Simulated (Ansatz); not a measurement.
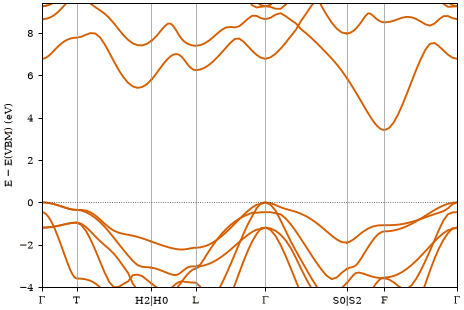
*Band structure from the program Ansatz at the r²SCAN level (PAW)*

**Question.** Read off the gap and where the band edges lie.

**Answer.** About 3.4 eV (3.42 eV by a search for the band edges); maximum at Γ, minimum at F.

**Question.** Which compound is it?
A) LiYSe2, R-3m (Li on 3b, Y on 3a, Se on 6c)
B) MnCl2, R-3m (Mn on 3a, Cl on 6c)
C) KZn2BCl2O3, R32 (Pearson symbol hR9)
D) Be3N2, R3m (Pearson symbol hR5)

**Answer.** D, Be3N2, R3m (Pearson symbol hR5)

The first step of the workflow began from a Materials Project structure, measured or hypothetical; the Crystallography Open Database copy checked does not list it. COD files the formula under space group No. 206. Its standing as an ambient phase is unchecked. The cell was relaxed with r²SCAN under the symmetry of its start; its stability against distortions is not shown here.

Potentials: the later of the program's two PAW sets.
